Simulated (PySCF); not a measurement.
# boron tribromide (BBr3): electronic excitations at several levels of theory, part 2 of 2

PySCF 2.14.0. Atoms count from 0.

## 10. TDDFT and polarisability: PBE0/def2-SVP

What the job is given:

```
{"job": {"kind": "uv", "xc": "PBE0", "basis": "def2-SVP"}, "charge": 0, "multiplicity": 1}
Br     1.836369    -0.358652    -0.252538
B     -0.041937    -0.081412    -0.269942
Br    -0.751450     1.565244    -0.895210
Br    -1.210138    -1.450749     0.335108
```

With the program's defaults for keys left out, this is: TDDFT PBE0/def2-SVP, vertical, gas phase, core orbitals frozen in the response.

The log of the run:

```text
coarse grid: 27176 points
cycle   1  E = -7745.5222351776  dE = -2.718e+00  |g| = 2.813e-01  |ddm| = 2.429e+00
cycle   2  E = -7745.4861310312  dE =  3.610e-02  |g| = 4.467e-01  |ddm| = 7.572e-01
cycle   3  E = -7745.5453567879  dE = -5.923e-02  |g| = 5.046e-02  |ddm| = 5.047e-01
cycle   4  E = -7745.5457337276  dE = -3.769e-04  |g| = 5.067e-03  |ddm| = 3.411e-02
cycle   5  E = -7745.5457375156  dE = -3.788e-06  |g| = 1.537e-03  |ddm| = 7.490e-03
final grid: 50432 points
cycle   6  E = -7745.5456946969  dE = -1.583e-07  |g| = 1.377e-03  |ddm| = 3.207e-03
cycle   7  E = -7745.5456946573  dE =  3.960e-08  |g| = 1.290e-03  |ddm| = 2.335e-03
cycle   8  E = -7745.5456949368  dE = -2.796e-07  |g| = 3.336e-04  |ddm| = 1.335e-03
cycle   9  E = -7745.5456949674  dE = -3.054e-08  |g| = 1.305e-05  |ddm| = 3.514e-04
cycle  10  E = -7745.5456949674  dE = -3.820e-11  |g| = 6.859e-07  |ddm| = 1.973e-05
converged SCF energy = -7745.5456949674

Static polarisability (au): isotropic 57.972, principal 35.892 68.994 69.029

Singlet excitations
state   eV       nm        f      main configurations
  1   4.7230    262.5   0.00000   H->L 1.00
  2   5.5095    225.0   0.00000   H-3->L 1.00
  3   5.5111    225.0   0.00000   H-4->L 1.00
  4   6.0386    205.3   0.13740   H-1->L 0.95
  5   6.0395    205.3   0.13745   H-2->L 0.95
  6   7.4829    165.7   0.00000   H->L+1 0.99
  7   7.6369    162.3   0.00000   H-5->L 0.96
  8   8.1002    153.1   0.00000   H-1->L+1 0.89
  9   8.1009    153.0   0.00000   H-2->L+1 0.89
 10   8.2494    150.3   0.00000   H-6->L 0.93

Triplet excitations (Tamm-Dancoff, eV): 4.5524 5.0591 5.0601 5.3109
```

Run time: 18 s. Hardware: 1 thread of Arm Neoverse N1, shared host; peak memory 0.52 GiB.

Key values: HOMO -8.21 eV, LUMO -1.98 eV; lowest singlet 4.72 eV.

## 11. Ultraviolet spectrum: PBE0/def2-TZVP

What the job is given:

```
{"job": {"kind": "uv", "xc": "PBE0", "basis": "def2-TZVP"}, "charge": 0, "multiplicity": 1}
Br     1.836369    -0.358652    -0.252538
B     -0.041937    -0.081412    -0.269942
Br    -0.751450     1.565244    -0.895210
Br    -1.210138    -1.450749     0.335108
```

Method: TDDFT PBE0/def2-TZVP, vertical, gas phase, core orbitals frozen in the response.

The log of the run:

```text
coarse grid: 27176 points
cycle   1  E = -7746.4776637682  dE = -2.657e+00  |g| = 4.873e-01  |ddm| = 2.152e+00
cycle   2  E = -7746.4605468142  dE =  1.712e-02  |g| = 4.486e-01  |ddm| = 5.756e-01
cycle   3  E = -7746.4948546639  dE = -3.431e-02  |g| = 1.819e-01  |ddm| = 4.039e-01
cycle   4  E = -7746.5033967868  dE = -8.542e-03  |g| = 1.109e-02  |ddm| = 1.238e-01
cycle   5  E = -7746.5034209320  dE = -2.415e-05  |g| = 3.413e-03  |ddm| = 1.183e-02
cycle   6  E = -7746.5034231102  dE = -2.178e-06  |g| = 2.133e-04  |ddm| = 3.330e-03
final grid: 50432 points
cycle   7  E = -7746.5034338804  dE = -1.750e-08  |g| = 8.852e-05  |ddm| = 4.658e-04
cycle   8  E = -7746.5034338808  dE = -4.093e-10  |g| = 8.124e-05  |ddm| = 1.355e-04
cycle   9  E = -7746.5034338822  dE = -1.404e-09  |g| = 3.339e-05  |ddm| = 7.753e-05
cycle  10  E = -7746.5034338825  dE = -2.983e-10  |g| = 3.749e-06  |ddm| = 2.305e-05
converged SCF energy = -7746.5034338825

Static polarisability (au): isotropic 72.012, principal 49.942 83.034 83.062

Singlet excitations
state   eV       nm        f      main configurations
  1   4.6911    264.3   0.00000   H->L 1.00
  2   5.4563    227.2   0.00000   H-3->L 1.00
  3   5.4579    227.2   0.00000   H-4->L 1.00
  4   5.9192    209.5   0.13005   H-1->L 0.95
  5   5.9201    209.4   0.13012   H-2->L 0.95
  6   7.0317    176.3   0.00000   H->L+1 0.98
  7   7.5330    164.6   0.00000   H-5->L 0.95
  8   7.6502    162.1   0.00000   H-1->L+1 0.94
  9   7.6509    162.1   0.00000   H-2->L+1 0.94
 10   7.9467    156.0   0.10773   H-3->L+1 0.94

Triplet excitations (Tamm-Dancoff, eV): 4.5261 5.0130 5.0141 5.2569
```

It took 40 s on 1 thread of Arm Neoverse N1, shared host; peak memory 0.75 GiB.

In short: HOMO -8.31 eV, LUMO -2.11 eV; lowest singlet 4.69 eV.

## 12. Ultraviolet spectrum: PBE0/aug-cc-pVDZ

What the job is given:

```
{"job": {"kind": "uv", "xc": "PBE0", "basis": "aug-cc-pVDZ"}, "charge": 0, "multiplicity": 1}
Br     1.836369    -0.358652    -0.252538
B     -0.041937    -0.081412    -0.269942
Br    -0.751450     1.565244    -0.895210
Br    -1.210138    -1.450749     0.335108
```

Method: TDDFT PBE0/aug-cc-pVDZ, vertical, gas phase, core orbitals frozen in the response.

The log of the run:

```text
coarse grid: 27176 points
cycle   1  E = -7746.4024146596  dE = -2.584e+00  |g| = 2.465e-01  |ddm| = 3.703e+00
cycle   2  E = -7746.3669902497  dE =  3.542e-02  |g| = 4.364e-01  |ddm| = 1.251e+00
cycle   3  E = -7746.4233426796  dE = -5.635e-02  |g| = 1.622e-02  |ddm| = 7.447e-01
cycle   4  E = -7746.4234180578  dE = -7.538e-05  |g| = 5.776e-03  |ddm| = 4.003e-02
cycle   5  E = -7746.4234280538  dE = -9.996e-06  |g| = 1.116e-03  |ddm| = 1.367e-02
final grid: 50432 points
cycle   6  E = -7746.4233827339  dE = -1.698e-07  |g| = 6.697e-04  |ddm| = 4.492e-03
cycle   7  E = -7746.4233827588  dE = -2.496e-08  |g| = 5.202e-04  |ddm| = 2.850e-03
cycle   8  E = -7746.4233828210  dE = -6.215e-08  |g| = 1.930e-04  |ddm| = 1.211e-03
cycle   9  E = -7746.4233828321  dE = -1.110e-08  |g| = 3.384e-06  |ddm| = 3.239e-04
cycle  10  E = -7746.4233828321  dE =  3.638e-11  |g| = 1.127e-06  |ddm| = 1.165e-05
converged SCF energy = -7746.4233828321

Static polarisability (au): isotropic 76.455, principal 54.092 87.624 87.649

Singlet excitations
state   eV       nm        f      main configurations
  1   4.6616    266.0   0.00000   H->L 1.00
  2   5.4511    227.4   0.00000   H-3->L 1.00
  3   5.4527    227.4   0.00000   H-4->L 1.00
  4   5.8858    210.6   0.13231   H-1->L 0.95
  5   5.8867    210.6   0.13238   H-2->L 0.95
  6   6.7658    183.3   0.00000   H->L+1 0.94
  7   7.4056    167.4   0.00000   H-1->L+1 0.90
  8   7.4063    167.4   0.00000   H-2->L+1 0.90
  9   7.4393    166.7   0.00000   H->L+2 0.94
 10   7.5326    164.6   0.00000   H-5->L 0.95

Triplet excitations (Tamm-Dancoff, eV): 4.5023 5.0090 5.0101 5.2590
```

It took 28 s on 1 thread of Arm Neoverse N1, shared host; peak memory 0.74 GiB.

This run: HOMO -8.34 eV, LUMO -2.18 eV; lowest singlet 4.66 eV.

## 13. Comparing the runs: electronic excitations

Excitations and ground-state properties, with basis size and wall time:

| run | lowest singlet (eV) | brightest (eV) | f | gap (eV) | α (Å³) | μ (D) | functions | time |
| --- | --- | --- | --- | --- | --- | --- | --- | --- |
| B3LYP/def2-SVPD | 4.51 | 5.75 | 0.132 | 5.68 | 11.75 | 0.00 | 143 | 2.7 min |
| PBE0/def2-SVPD | 4.61 | 5.85 | 0.137 | 6.10 | 11.60 | 0.00 | 143 | 2.5 min |
| BHandHLYP/def2-SVPD | 5.17 | 6.33 | 0.144 | 8.24 | 11.23 | 0.00 | 143 | 2.2 min |
| CAM-B3LYP/def2-SVPD | 4.83 | 6.03 | 0.142 | 8.51 | 11.47 | 0.00 | 143 | 3 min |
| wB97X-D/def2-SVPD | 4.85 | 6.05 | 0.143 | 9.72 | 11.50 | 0.00 | 143 | 3 min |
| LC-wPBE/def2-SVPD | 5.13 | 6.29 | 0.153 | 10.93 | 11.17 | 0.00 | 143 | 3.8 min |
| PBE0/6-31G* | 4.69 | 5.95 | 0.151 | 6.20 | 8.93 | 0.00 | 110 | 19 s |
| PBE0/def2-SVP | 4.72 | 6.04 | 0.137 | 6.23 | 8.59 | 0.00 | 110 | 18 s |
| PBE0/def2-TZVP | 4.69 | 5.92 | 0.130 | 6.20 | 10.67 | 0.00 | 175 | 40 s |
| PBE0/aug-cc-pVDZ | 4.66 | 5.89 | 0.132 | 6.16 | 11.33 | 0.00 | 131 | 28 s |

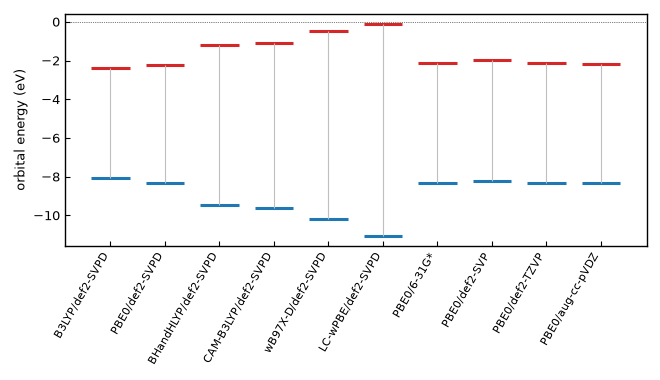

HOMO (blue) and LUMO (red) run by run.

## 14. What came out

What follows sums up all 2 parts.

| quantity | value |
| --- | --- |
| point group | D3h |
| rotational constants (main isotopes) | 1.18, 1.18, 0.59 GHz |
| lowest singlet (B3LYP/def2-SVPD) | 4.51 eV (275 nm), f = 0.000 |
| brightest single state of those computed | state 5, 5.75 eV, f = 0.132 |
| lowest triplet | 4.36 eV |
| vertical ionisation energy (ΔSCF) | 10.23 eV |
| vertical electron affinity (ΔSCF) | 0.50 eV |
| range of the lowest singlet | 4.51 to 5.17 eV |

**Reading.** Single values in the summary come from the first run of each kind that ended normally (B3LYP/def2-SVPD), which need not be the best level. Over 6 steps the energy fell by 0.033 eV; of the close pairs, B1–Br3 changed most, 1.849 to 1.899 Å. No frequency check was run at this level, so the end point may be a saddle. The lowest singlet, at 4.51 eV, is HOMO→LUMO 1.00 and is dark; of the 10 states computed, the strongest absorption comes from states 4 to 5 together at 5.75 eV. The lowest triplet lies 0.15 eV below the lowest singlet (triplets in Tamm-Dancoff, singlets in full TDDFT). The orbital energy would give 8.05 eV for ionisation, ΔSCF gives 10.23 eV. The lowest singlet runs from 4.51 eV (B3LYP/def2-SVPD) to 5.17 eV (BHandHLYP/def2-SVPD), while the orbital gap spans 5.68 to 10.93 eV. The lowest state need not be the same one in every run.
